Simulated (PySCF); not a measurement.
**CH10Si3, SMILES `[SiH3]C([SiH3])[SiH3]`: what the electrons do**

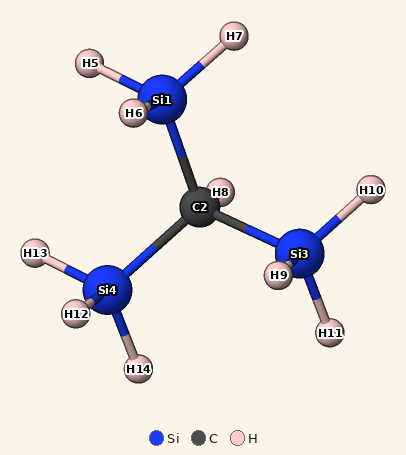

The molecule, with its atoms numbered as below. No frequency check shows the geometry to be a minimum.

Geometry (Å), atoms numbered from 1:

```
Si1     -0.4009   -1.7808   -0.0625
C2       0.0001   -0.0000    0.4739
Si3      1.7426    0.5432   -0.0625
Si4     -1.3417    1.2376   -0.0625
H5      -1.7097   -2.1823    0.4639
H6      -0.4226   -1.8773   -1.5233
H7       0.6093   -2.7045    0.4639
H8       0.0000    0.0001    1.5690
H9       1.8370    0.5727   -1.5233
H10      2.7448   -0.3895    0.4639
H11      2.0375    1.8799    0.4638
H12     -1.4145    1.3046   -1.5233
H13     -2.6468    0.8246    0.4638
H14     -1.0351    2.5718    0.4639
```

Part 1: Bonding charge

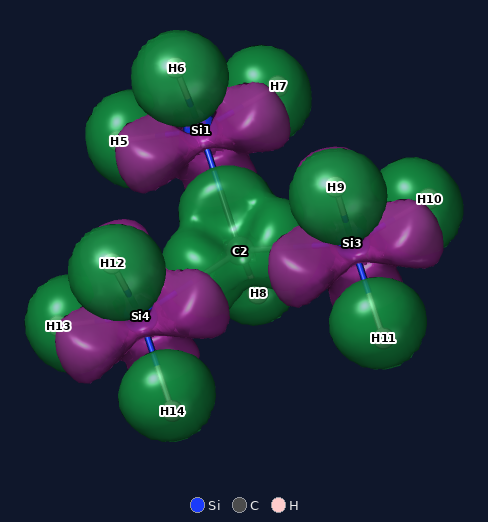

Deformation density (molecule less spherical, spin-averaged free atoms at the same positions), surfaces at ±0.06 e/Å³; green: gain, purple: loss.

PySCF calculation, B3LYP/def2-SVPD, gas phase; geometry: GFN2-xTB.

**How much density has each bond gained at its critical point, relative to the free atoms?**

C2–H8: +0.58 e/Å³ at the bond critical point (bond length 1.09 Å). Si1–H6, Si3–H9 and Si4–H12: +0.17 e/Å³ at the bond critical point (bond length 1.46 Å). Si3–H11, Si1–H7, Si4–H13, Si1–H5 and 2 more like them: +0.17 e/Å³ at the bond critical point (bond length 1.47 Å). C2–Si3, Si1–C2 and C2–Si4: +0.12 e/Å³ at the bond critical point (bond length 1.90 Å); up to 0.6 Å beside the axis the gain reaches +0.31 e/Å³. In all, 3.3 electrons gather in the regions of gain relative to the promolecule. A small or negative value marks a very polar bond, one between electron-rich atoms, whose free-atom densities already overlap strongly, a long bond to a heavier atom, or a closed-shell contact such as a hydrogen bond.

**Where do the Hirshfeld charges lie?**

The highest Hirshfeld charge is on Si1, Si3 and Si4 (+0.33 e), the lowest on C2 (−0.27 e).

Part 2: Local ionisation energy

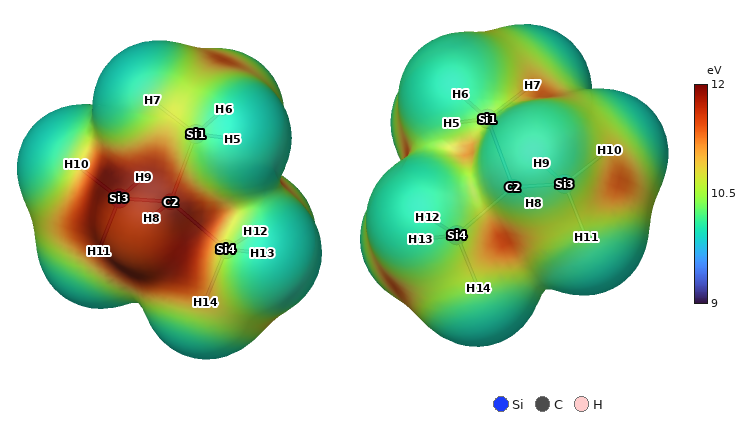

Average local ionisation energy on the surface of electron density 0.001 a.u. (back view left, front view right).

**Where are the most loosely bound electrons on this surface?**

The lowest value is 9.9 eV, 1.5 Å from H13, and at like points elsewhere. For comparison, the highest occupied orbital lies at −8.5 eV.

**What volume does the surface enclose, and what is the dipole moment?**

About 170 Å³; the dipole moment is 0.5 D.

Part 3: In an electric field

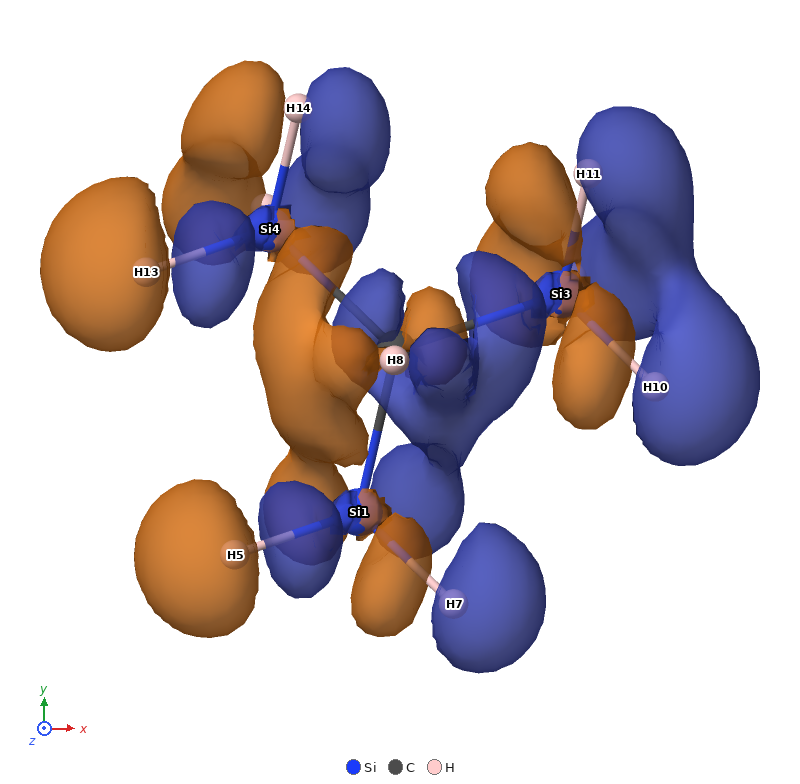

Change of the electron density in a uniform field of 0.21 V/Å, surfaces at ±0.0015 e/Å³ (orange: gain, blue: loss).

Method: B3LYP/def2-SVPD; geometry: GFN2-xTB; program: PySCF.

**Along which Cartesian direction does the field point?**

Along +x: electrons gather on the −x side, against the field.

**What dipole is induced, and what polarisability does it imply?**

The induced dipole is 1.04 D (along the field); α along this axis, from the fields in both directions, is 102 bohr³ (15.1 Å³).

**Which atoms gain and lose the most charge?**

Electrons gather most on H13 (Hirshfeld charge changes by −0.011 e) and leave H10 most (+0.009 e); 0.085 electrons are displaced in all.
